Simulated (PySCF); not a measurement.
# C₃HF₆N (SMILES N=C(C(F)(F)F)C(F)(F)F): what the fields show

Input

```
{"job": {"kind": "nmr", "xc": "PBE0", "basis": "pcSseg-2"}, "charge": 0, "multiplicity": 1}
N     -0.185526     1.448312    -0.889045
C     -0.004026     0.387785    -0.250327
C      1.411130    -0.173734    -0.119262
F      2.227866     0.365373    -1.004301
F      1.888388     0.076042     1.102746
F      1.409378    -1.497634    -0.295889
C     -1.120146    -0.408309     0.428439
F     -1.424853    -1.491087    -0.285132
F     -2.221286     0.338286     0.524386
F     -0.772962    -0.797191     1.650846
H     -1.168473     1.724593    -0.877213
```

Launched as:

```sh
OMP_NUM_THREADS=1 python probes_run.py task.json out
```

Geometry: PBE0-D3(BJ)/def2-TZVP.

Computed with PBE0/pcSseg-2, SCF density, gas phase, non-relativistic (PySCF 2.14.0).

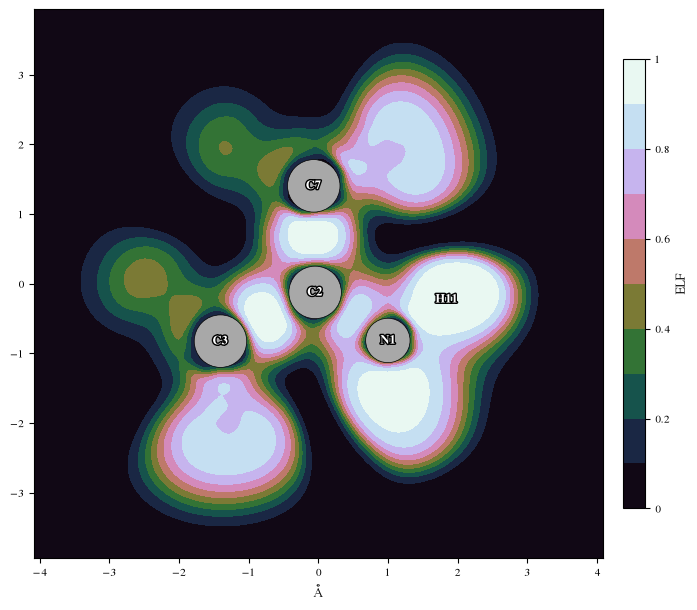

Figure 1. ELF on the plane of atoms N1, C2 and C7. Grey discs cover the atomic cores.

> What do the fields say about this system?

Atoms in the plane: N, C and H. C–N (1.25 Å): the ELF peaks at about 0.90 between the atoms: a short, multiple covalent bond. C–C (1.53 Å): the ELF peaks at about 1 between the atoms, as expected for a shared electron pair. N–H (1.02 Å): the ELF climbs to about 1 towards the hydrogen, as it does in any bond to H (an ordinary covalent bond to hydrogen). The ELF also peaks beside F4, N1 and F9, away from the bonds: lone-pair regions.

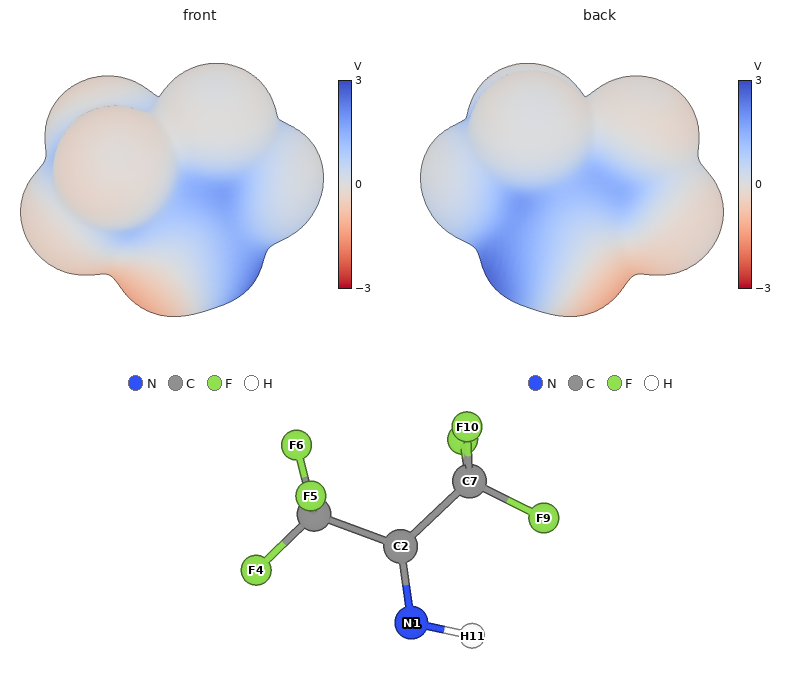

Figure 2. The electrostatic potential painted on the density surface at 0.002 e/bohr³, seen from the front and from behind; red is negative and blue positive. The bare structure is drawn below in the same view.

> Describe the electrostatic potential map.

The most negative region (about −1.1 V) lies over N1, the most positive (about +2.4 V) over H11. N1 is the likeliest acceptor of a hydrogen bond.
